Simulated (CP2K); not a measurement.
Consider allyl alcohol at its PBE geometry (Å).

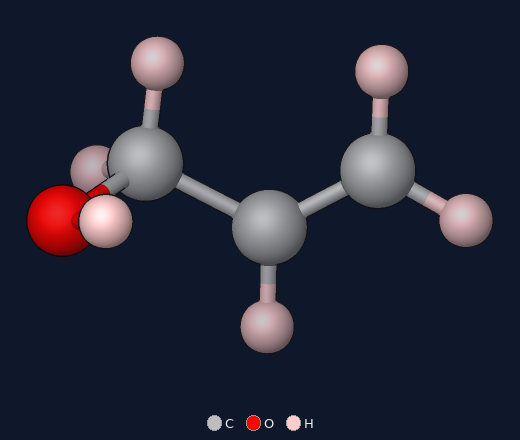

The molecule (carbon light grey, oxygen red, hydrogen pink).

```xyz
10

C     1.5438   -0.0825    0.2393
C     0.3027   -0.5726    0.1419
C    -0.8206    0.1253   -0.5628
O    -1.9365    0.3782    0.3215
H     1.8146    0.8707   -0.2205
H     2.3327   -0.6174    0.7683
H     0.0483   -1.5258    0.6141
H    -1.2370   -0.5065   -1.3609
H    -0.4627    1.0621   -1.0256
H    -1.5853    0.8684    1.0848
```

Method: CP2K XAS_TDP, all-electron GAPW, PBEh(45%), aug-cc-pVDZ, TDA, GW2X-corrected core level, no relativity.

**Question.** Predict the bright core excitations at the O K edge.

Leading lines: O4 535.43 eV. The leading line of an atom is its first one with 35 % of the strongest within 2.5 eV of its lowest line over the strength cut. Core ionisation energies at this level: O4 538.47 eV.

The first six lines of each atom with a strength over 0.0015:

```tsv
atom	energy (eV)	states	strength, one atom	above the computed threshold
O4 (bonded to C and H)	535.43	1	0.0137	
	536.22	1	0.0245	
	537.37	1	0.0022	
	537.55	1	0.0021	
	537.80	1	0.0021	
	538.21	1	0.0132
```

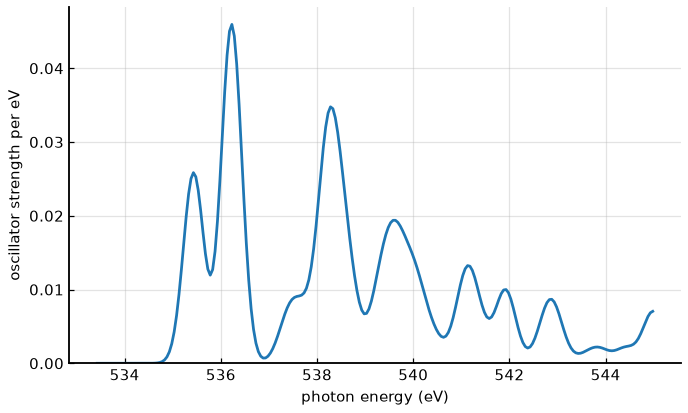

All atoms added, broadened by 0.5 eV.

Lines are vertical, at one geometry, with no vibrational structure. GW2X ionisation energies and lines can be off by 1 to 2 eV either way, and a good line position may hide errors that cancel. These values hold no scalar relativity, about 0.4 eV for O 1s. Rydberg lines, and the discretised continuum above threshold, depend on the basis and the box.

[Banner, clock and machine lines of the logs are left out without a mark of their own.]

[Logs are printed without paths, hosts, clocks, repeated set-up lines and the standing remarks that a program may print on its own settings, such as how far it seeks lower states.]

[Hosts, paths, dates, database ids (printed as entryN), source tags and the programs' standing remarks are cut or masked in the printed files.]
